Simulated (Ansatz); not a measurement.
# r2SCAN0/cc-pVDZ run of CH7NOSi (SMILES CO[SiH2]N)

What is the energy change on altering one bond length of CH7NOSi at r2SCAN0/cc-pVDZ? 

Program for the calculation: Ansatz 0.2.0.

123 further runs of the same task are left out: 123 set aside as unsound or not needed.

### 1 The system as given

CH7NOSi: 11 atoms, total charge 0, spin state singlet. As SMILES, `CO[SiH2]N`. Geometry: relaxed at PBE0-D4/def2-TZVP. This is one conformer, not always the lowest.

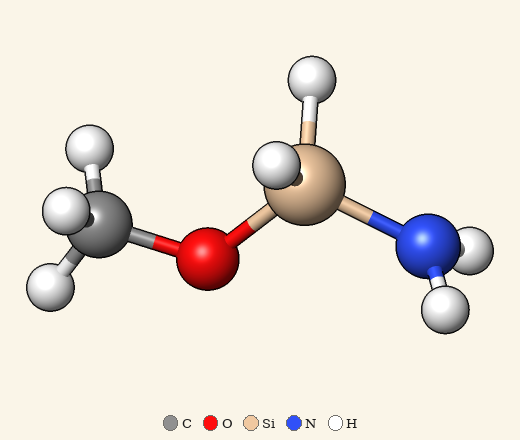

The structure, seen from a chosen angle (carbon grey, oxygen red, silicon light orange, nitrogen blue, hydrogen white).

### 2 A single-point energy at r2SCAN0/cc-pVDZ

File in.yaml:

```yaml
crystal:
  periodic: [false, false, false]
  atoms:
    - {symbol: C, position_ang: [-0.655300, 1.711900, 0.500200]}
    - {symbol: O, position_ang: [-0.610600, 0.508700, -0.227100]}
    - {symbol: Si, position_ang: [0.533800, -0.642700, 0.054300]}
    - {symbol: "N", position_ang: [0.344700, -2.006900, -0.943700]}
    - {symbol: H, position_ang: [0.258400, 2.302900, 0.362300]}
    - {symbol: H, position_ang: [-1.501500, 2.301200, 0.142400]}
    - {symbol: H, position_ang: [-0.790700, 1.531800, 1.573800]}
    - {symbol: H, position_ang: [0.421900, -1.079900, 1.472300]}
    - {symbol: H, position_ang: [1.874600, -0.055000, -0.212100]}
    - {symbol: H, position_ang: [-0.403400, -2.661100, -0.783300]}
    - {symbol: H, position_ang: [0.593600, -1.968000, -1.918400]}
basis:
  gaussian: {orbitals: cc-pVDZ}
hamiltonian: {xc: {name: r2SCAN0}}
accuracy: high
output: {orbitals: {seedname: orbitals}}
```

Command:

```sh
$ ansatz run in.yaml --threads 1 --pin off --max-ram 3480MiB --events-out events.jsonl --progress --plain --runs-dir runs
```

Output:

```text
Warning: RAYON_NUM_THREADS=1 ignored (pool sized by the plan → 1); use --threads N
Functional definition: r2SCAN0
  name "r2SCAN0"
  parameter a = 0.25
  parameter k0 = 0.174
  parameter k1 = 0.065
  parameter a1 = 4.9479
  exchange = (1 - a)*r2scan_x(k0 = k0, k1 = k1, a1 = a1) + a*exact_x
  correlation = r2scan_c
2294 factors; integrals over basis functions are off by at most 6.4e-9 eV
mean field evaluation 1: about -12556.3384 eV, gradient 5.8e1 eV
mean field evaluation 2: about -12552.5117 eV, gradient 7.2e1 eV
mean field evaluation 4: about -12562.8642 eV, gradient 2.9e0 eV
mean field evaluation 8: about -12563.1221 eV, gradient 1.7e-1 eV
mean field evaluation 16: about -12563.1222 eV, gradient 5.6e-6 eV
mean field -12563.12219022 eV, -461.6862249006 hartree, gradient 1.3e-8 eV, S^2 0.000000; 0 other end points of the search recorded, 0 dependent functions left out
reference -12563.12219090 eV, -461.6862249255 hartree; 21, 21 occupied and 74, 74 virtual orbitals, 2294 factors
Total energy: -12563.12219090 eV, -461.6862249255 hartree
```

Wall time 18 s (1 thread of Arm Neoverse V2, shared host); peak memory 0.4 GiB.

### 3 The distorted shape, same level

File in.yaml:

```yaml
crystal:
  periodic: [false, false, false]
  atoms:
    - {symbol: C, position_ang: [-0.779751, 1.692450, 0.987555]}
    - {symbol: O, position_ang: [-0.735051, 0.489250, 0.260255]}
    - {symbol: Si, position_ang: [0.409349, -0.662150, 0.541655]}
    - {symbol: "N", position_ang: [0.220249, -2.026350, -0.456345]}
    - {symbol: H, position_ang: [0.133949, 2.283450, 0.849655]}
    - {symbol: H, position_ang: [-1.625951, 2.281750, 0.629755]}
    - {symbol: H, position_ang: [-0.915151, 1.512350, 2.061155]}
    - {symbol: H, position_ang: [0.297449, -1.099350, 1.959655]}
    - {symbol: H, position_ang: [1.750149, -0.074450, 0.275255]}
    - {symbol: H, position_ang: [-0.527851, -2.680550, -0.295945]}
    - {symbol: H, position_ang: [0.593600, -1.968000, -1.918400]}
basis:
  gaussian: {orbitals: cc-pVDZ}
output: {orbitals: {seedname: orbitals}}
accuracy: high
total_charge: 0
hamiltonian: {xc: {name: r2SCAN0}}
```

Command:

```sh
$ ansatz run in.yaml --threads 1 --pin off --max-ram 3480MiB --events-out events.jsonl --progress --plain --runs-dir runs
```

Output, cut to the lines that bear on the results:

```text
Warning: RAYON_NUM_THREADS=1 ignored (pool sized by the plan → 1); use --threads N
[... 8 set-up lines as earlier in the session ...]
2302 factors; integrals over basis functions are off by at most 6.2e-9 eV
mean field evaluation 1: about -12553.0755 eV, gradient 5.9e1 eV
mean field evaluation 2: about -12545.0066 eV, gradient 8.2e1 eV
mean field evaluation 4: about -12560.4305 eV, gradient 3.3e0 eV
mean field evaluation 8: about -12560.6806 eV, gradient 3.1e-1 eV
mean field evaluation 16: about -12560.6808 eV, gradient 1.8e-5 eV
mean field -12560.68081682 eV, -461.5965060829 hartree, gradient 1.9e-8 eV, S^2 0.000000; 0 other end points of the search recorded, 0 dependent functions left out
reference -12560.68081751 eV, -461.5965061083 hartree; 21, 21 occupied and 74, 74 virtual orbitals, 2302 factors
Total energy: -12560.68081751 eV, -461.5965061083 hartree
```

Wall time 18 s (1 thread of Arm Neoverse V2, shared host); peak memory 0.4 GiB.

### 4 Results

Level: r2SCAN0/cc-pVDZ.

| quantity | value |
| --- | --- |
| first shape: total energy | -461.68622 Eh |
| first shape: HOMO energy | -7.76 eV |
| first shape: LUMO energy | 1.87 eV |
| first shape: HOMO–LUMO gap | 9.63 eV |
| distorted shape: total energy | -461.59651 Eh |
| distorted shape: HOMO energy | -7.59 eV |
| distorted shape: LUMO energy | -1.07 eV |
| distorted shape: HOMO–LUMO gap | 6.52 eV |
| energy change with the N4–H11 bond stretched from 1.007 to 1.510 Å | 2.441 eV |

With the N4–H11 bond stretched from 1.007 to 1.510 Å the energy rises by 2.44 eV (56 kcal/mol). The first shape isn't relaxed at this level, so the change isn't measured from a minimum.
